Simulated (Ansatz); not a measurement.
System: FH₄OSi₂ (SMILES F[SiH]O[SiH3]) (doublet).

The calculation's input:

```
crystal:
  periodic: [false, false, false]
  atoms:
    - {symbol: F, position_ang: [-0.360242, 3.885552, 1.090231]}
    - {symbol: O, position_ang: [-0.808198, 1.290167, 1.481428]}
    - {symbol: Si, position_ang: [-0.607473, 2.748045, 2.216098]}
    - {symbol: Si, position_ang: [-0.250682, 0.202867, 0.352746]}
    - {symbol: H, position_ang: [-1.897574, 3.065212, 2.911271]}
    - {symbol: H, position_ang: [-0.637976, -1.158922, 0.795412]}
    - {symbol: H, position_ang: [-0.859655, 0.487478, -0.971345]}
    - {symbol: H, position_ang: [1.229734, 0.281407, 0.235827]}
basis:
  gaussian: {orbitals: def2-TZVPD}
magnetization: {spin_polarized: true, initial_magnetization: 1}
hamiltonian: {xc: {name: PBE0}}
output: {forces: true, orbitals: {seedname: orbitals}}
```

Command:

```sh
ansatz run input.yaml --threads 1 --pin off --max-ram 2610MiB --events-out events.jsonl --progress --plain --runs-dir runs
```

Geometry: B3LYP/6-31G*.

Method: Ansatz 0.2.0, isolated molecule in a Gaussian basis; Kohn-Sham density functional theory, functional PBE0.

Question: Predict the electron density, electron localisation function and spin density between the atoms.

Answer: Si–O (1.64 Å): ρ is about 1.1 e/Å³ halfway; the ELF peaks at about 0.85 between the atoms: a shared but strongly polarised pair.
The unpaired spin (1 electron) lies mostly on Si3 (about 0.8), H5 (about 0.1) and O2 (about 0.1), in electrons by Hirshfeld's partition.

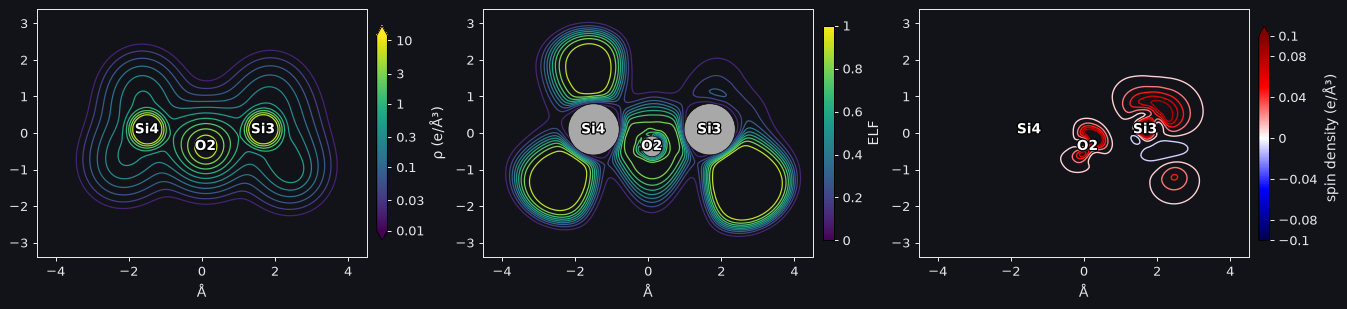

Computed electron density, electron localisation function and spin density on the plane of atoms Si3, O2 and Si4, in this order. Grey discs cover the atomic cores in the ELF map. 
